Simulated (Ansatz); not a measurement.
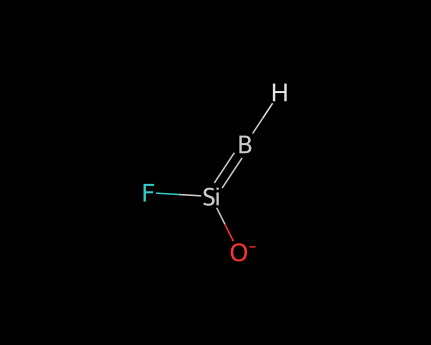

(Drawn from a calculation with Ansatz.)

Skeletal drawing of a molecule. State: charge −1, singlet.

### Give its SMILES.

[H]/B=[Si](/[O-])F

### Give the formula, hydrogens included.

BFHOSi, charge -1.

### An optimisation with PBE0-D4/def2-TZVPD gave a structure of which point group?

C1.
